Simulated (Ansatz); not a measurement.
Fields on a plane of Fe (bcc, W type)

```xyz
1
Lattice="-1.4158 1.4158 1.4158 1.4158 -1.4158 1.4158 1.4158 1.4158 -1.4158" Properties=species:S:1:pos:R:3 pbc="T T T"
Fe     0.0000     0.0000     0.0000
```

The slice is a {211} plane (indices of the conventional cell) through the point (0.000, 0.000, 0.000) (fractional), spanned by u = [111] and v = [1 0 -1] in vectors of this cell: u (2.45 Å) and v (4.00 Å, at 90° to u). It covers one period; positions are fractions (u, v).

Atoms on it: Fe at (0.00, 0.00).

All values below come from PBE (plane waves to 420 eV, PAW, scalar-relativistic; Ansatz, an electronic-structure program). k mesh 23×23×23. Inside the PAW spheres the values are not all-electron values, and peaks at nuclei hang on which shells count as valence. Fe was relaxed with its symmetry unable to fall. Relaxed Fe ends ferromagnetic. The PAW data are Ansatz's earlier set. Other magnetic orders were not checked, so this need not be the ground state.

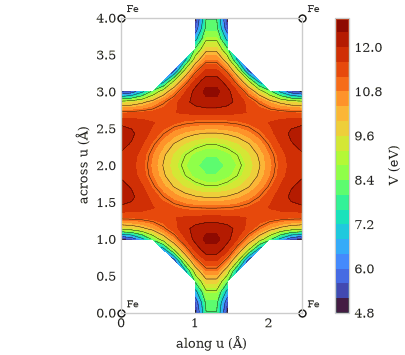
Figure: Electrostatic potential energy of an electron, from the cell's mean, in eV, one period of the plane, atoms marked. Points within 1 Å of a nucleus are left white, as the pseudised field means little there. The zero, the cell's mean, hangs on the PAW cores.

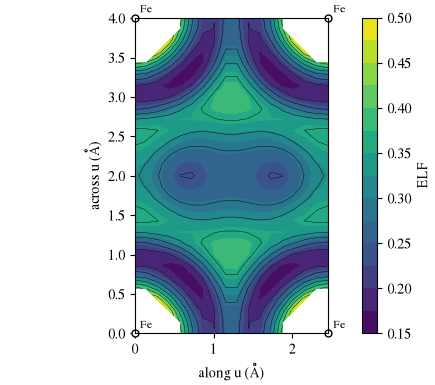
Figure. Electron localisation function (ELF), one period of the plane, atoms marked. Points within 0.5 Å of a nucleus are left white, as the pseudised field means little there.

The density on the Fe–Fe line (2.45 Å) at its midpoint is 0.36 e/Å³ and the ELF at that point comes out as 0.3.
